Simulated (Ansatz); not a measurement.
# One shape, several levels: HCl (hydrogen chloride)

We compute a comparison of 6 runs (B3LYP/3-21G, r2SCAN0/3-21G, wB97X/3-21G, CAM-B3LYP/6-31G*, UPBE0/6-31G*, RPA@PBE/3-21G) of HCl (hydrogen chloride). 

The calculation is run with Ansatz 0.2.0.

56 further runs of the same task are left out: 2 that didn't finish, 54 set aside as unsound or not needed.

### 1 The molecule

The species is HCl (2 atoms), meant as a singlet with charge 0. As SMILES, `Cl`. The H2–Cl1 distance was set to 2.558 Å, away from the relaxed value.

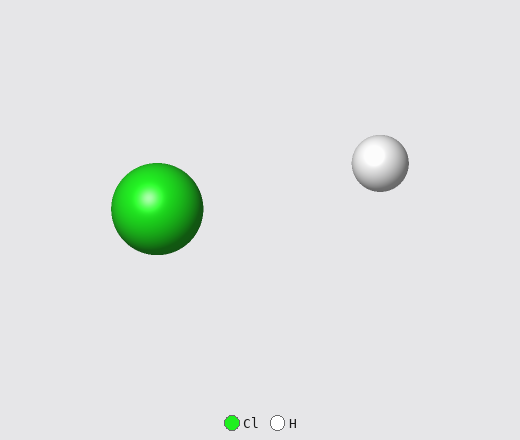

Viewed from a chosen angle; chlorine green, hydrogen white.

### 2 The energy at B3LYP/3-21G (run 1)

in.yaml reads:

```yaml
crystal:
  periodic: [false, false, false]
  atoms:
    - {symbol: Cl, position_ang: [1.638015, -0.535505, 0.842408]}
    - {symbol: H, position_ang: [-0.546000, 0.178500, -0.280800]}
basis:
  gaussian:
    orbitals: 3-21G.json
hamiltonian:
  xc: {name: B3LYP}
accuracy: high
```

The basis set 3-21G is read from a file made from the Basis Set Exchange's data (not shown).

Run with:

```
$ ansatz run in.yaml --threads 1 --pin off --max-ram 2610MiB --events-out events.jsonl --progress --plain --runs-dir runs
```

Standard output:

```text
Warning: RAYON_NUM_THREADS=1 ignored (pool sized by the plan → 1); use --threads N
Functional definition: B3LYP
  name "B3LYP"
  parameter a0 = 0.2
  parameter ax = 0.72
  parameter ac = 0.81
  exchange = (1 - a0 - ax)*slater_x + ax*b88_x + a0*exact_x
  correlation = (1 - ac)*vwn_rpa_c + ac*lyp_c
254 factors; integrals over basis functions are off by at most 3.2e-9 eV
mean field evaluation 1: about -12470.8622 eV, gradient 2.3e1 eV
mean field evaluation 2: about -12458.2289 eV, gradient 5.3e1 eV
mean field evaluation 4: about -12474.5220 eV, gradient 9.2e0 eV
mean field evaluation 8: about -12474.9148 eV, gradient 7.5e-2 eV
mean field evaluation 16: about -12474.9149 eV, gradient 2.7e-7 eV
mean field -12474.91485645 eV, -458.4446651736 hartree, gradient 6.2e-9 eV, S^2 0.000000; 0 other end points of the search recorded, 0 dependent functions left out
reference -12474.91488130 eV, -458.4446660869 hartree; 9, 9 occupied and 6, 6 virtual orbitals, 254 factors
Total energy: -12474.91488130 eV, -458.4446660869 hartree
```

Run time: 0.34 s. Hardware: 1 thread of Arm Neoverse V2, shared host.

### 3 A single-point energy at r2SCAN0/3-21G (run 2)

job.yaml reads:

```yaml
basis:
  gaussian:
    orbitals: 3-21G.json
crystal:
  periodic: [false, false, false]
  atoms:
    - symbol: Cl
      position_ang: [1.638015, -0.535505, 0.842408]
    - symbol: H
      position_ang: [-0.546000, 0.178500, -0.280800]
hamiltonian:
  xc: {name: r2SCAN0}
accuracy: high
```

The basis set 3-21G is read from a file made from the Basis Set Exchange's data (not shown).

Run with:

```
$ ansatz run job.yaml --threads 1 --pin off --max-ram 2610MiB --events-out events.jsonl --progress --plain --runs-dir runs
```

Standard output:

```text
Warning: RAYON_NUM_THREADS=1 ignored (pool sized by the plan → 1); use --threads N
Functional definition: r2SCAN0
  name "r2SCAN0"
  parameter a = 0.25
  parameter k0 = 0.174
  parameter k1 = 0.065
  parameter a1 = 4.9479
  exchange = (1 - a)*r2scan_x(k0 = k0, k1 = k1, a1 = a1) + a*exact_x
  correlation = r2scan_c
254 factors; integrals over basis functions are off by at most 3.2e-9 eV
mean field evaluation 1: about -12469.1428 eV, gradient 2.1e1 eV
mean field evaluation 2: about -12458.2780 eV, gradient 4.9e1 eV
mean field evaluation 4: about -12472.5090 eV, gradient 7.5e0 eV
mean field evaluation 8: about -12472.7862 eV, gradient 3.5e-2 eV
mean field evaluation 16: about -12472.7862 eV, gradient 1.2e-6 eV
mean field -12472.78622421 eV, -458.3664393816 hartree, gradient 2.0e-8 eV, S^2 0.000000; 0 other end points of the search recorded, 0 dependent functions left out
reference -12472.78622446 eV, -458.3664393906 hartree; 9, 9 occupied and 6, 6 virtual orbitals, 254 factors
Total energy: -12472.78622446 eV, -458.3664393906 hartree
```

Run time: 0.88 s. Hardware: 1 thread of Arm Neoverse V2, shared host; peak memory 0.09 GiB.

Runs 3 to 4 aren't shown in full; the table further down has their settings and results.

### 4 A single-point energy at UPBE0/6-31G(d) (spherical functions) (run 5)

Changes to in.yaml since step 2:

```diff
@@ -7,5 +7,7 @@
   gaussian:
-    orbitals: 3-21G.json
+    orbitals: 6-31G_st_-spherical.json
+accuracy: high
+magnetization:
+  spin_polarized: true
 hamiltonian:
-  xc: {name: B3LYP}
-accuracy: high
+  xc: {name: PBE0}
```

The basis set 6-31G* is read from a file made from the Basis Set Exchange's data (not shown).

Run with:

```
$ ansatz run in.yaml --threads 1 --pin off --max-ram 2610MiB --events-out events.jsonl --progress --plain --runs-dir runs
```

Standard output:

```text
Warning: RAYON_NUM_THREADS=1 ignored (pool sized by the plan → 1); use --threads N
Functional definition: PBE0
  name "PBE0"
[... 1 set-up line as earlier in the session ...]
  parameter kappa = 0.804
  parameter beta = 0.06672455060314922
  exchange = (1 - a)*pbe_x(kappa = kappa, mu = beta*pi^2/3) + a*exact_x
  correlation = pbe_c(beta = beta)
319 factors; integrals over basis functions are off by at most 3.1e-9 eV
mean field evaluation 1: about -12525.8128 eV, gradient 1.5e1 eV
mean field evaluation 2: about -12513.4075 eV, gradient 3.6e1 eV
mean field evaluation 4: about -12529.3063 eV, gradient 5.6e0 eV
mean field evaluation 8: about -12529.6032 eV, gradient 1.1e-1 eV
mean field evaluation 16: about -12529.6034 eV, gradient 3.7e-8 eV
mean field evaluation 32: about -12530.2573 eV, gradient 2.7e-1 eV
mean field evaluation 64: about -12529.9845 eV, gradient 3.1e0 eV
mean field -12530.26189918 eV, -460.4786314782 hartree, gradient 2.9e-8 eV, S^2 0.753416; 4 other end points of the search recorded, 0 dependent functions left out
reference -12530.26190083 eV, -460.4786315388 hartree; 9, 9 occupied and 11, 11 virtual orbitals, 319 factors
Total energy: -12530.26190083 eV, -460.4786315388 hartree
```

Run time: 2.2 s. Hardware: 1 thread of Arm Neoverse V2, shared host.

### 5 The energy at RPA@PBE/3-21G (run 6)

job.yaml reads:

```yaml
crystal:
  periodic: [false, false, false]
  atoms:
    - {symbol: Cl, position_ang: [1.638015, -0.535505, 0.842408]}
    - {symbol: H, position_ang: [-0.546000, 0.178500, -0.280800]}
basis:
  gaussian:
    orbitals: 3-21G.json
magnetization:
  spin_polarized: false
hamiltonian:
  xc: pbe
correlation:
  method: rpa
  frozen_orbitals: {Cl: 5, H: 0}
accuracy: high
```

The basis set 3-21G is read from a file made from the Basis Set Exchange's data (not shown).

Run with:

```
$ ansatz run job.yaml --threads 1 --pin off --max-ram 2610MiB --events-out events.jsonl --progress --plain --runs-dir runs
```

Standard output:

```text
Warning: RAYON_NUM_THREADS=1 ignored (pool sized by the plan → 1); use --threads N
Functional definition: PBE
  name "PBE"
[... 2 set-up lines as earlier in the session ...]
  exchange = pbe_x(kappa = kappa, mu = beta*pi^2/3)
[... 1 set-up line as earlier in the session ...]
254 factors; integrals over basis functions are off by at most 3.2e-9 eV
mean field evaluation 1: about -12465.1930 eV, gradient 2.4e1 eV
mean field evaluation 2: about -12465.1950 eV, gradient 2.4e1 eV
mean field evaluation 4: about -12465.4937 eV, gradient 2.7e1 eV
mean field evaluation 8: about -12469.3061 eV, gradient 2.7e0 eV
mean field evaluation 16: about -12469.3405 eV, gradient 2.9e-4 eV
mean field -12469.34048427 eV, -458.2398107743 hartree, gradient 4.3e-9 eV, S^2 0.000000; 0 other end points of the search recorded, 0 dependent functions left out; unrestricted orbitals would lower it
mean field evaluation 32: about -12455.5804 eV, gradient 4.8e0 eV
unrestricted determinant -12456.74733339 eV, -457.7770210155 hartree, S^2 0.9268
5 core orbitals not correlated: weight in the atoms' cores, before any rotation towards them, 1.000 or more for the frozen orbitals, at most 0.000 for the correlated occupied ones
reference -12454.08582720 eV, -457.6792124669 hartree; 4, 4 occupied and 6, 6 virtual orbitals, 254 factors
Total energy: -12458.70794237 eV, -457.8490720666 hartree
```

Run time: 0.44 s. Hardware: 1 thread of Arm Neoverse V2, shared host.

### 6 Overview of the runs

| run | level | frozen core orbitals | energy (Eh) | wall time |
| --- | --- | --- | --- | --- |
| 1 | B3LYP/3-21G | – | -458.444666 | 0.34 s |
| 2 | r2SCAN0/3-21G | – | -458.366439 | 0.88 s |
| 3 | wB97X/3-21G | – | -458.404348 | 1.3 s |
| 4 | CAM-B3LYP/6-31G* (spherical functions) | – | -460.614641 | 0.52 s |
| 5 | UPBE0/6-31G* (spherical functions) | – | -460.478632 | 2.2 s |
| 6 | RPA@PBE/3-21G | 5 | -457.849072 | 0.44 s |

### 7 Summary of results

| quantity | value |
| --- | --- |
| run 6: total energy | -457.84907 Eh |
| run 6: RPA correlation energy (valence) | -169.9 mEh |

In words: Totals of different functionals can't be ranked against each other. In run 6 the log says that unrestricted orbitals would lower the reference, so the values rest on an unstable closed-shell determinant (other closed-shell runs at this shape may share the fault). In runs 1, 2, 3, 4, 6 a closed-shell determinant meets a far-stretched bond, which it describes badly. Spin contamination of the reference: run 5 ⟨S²⟩ = 0.75. Where it is this large, the reference is a mixture of spin states, and values that rest on it are in doubt. All runs together took 5.7 s, the longest 2.2 s.
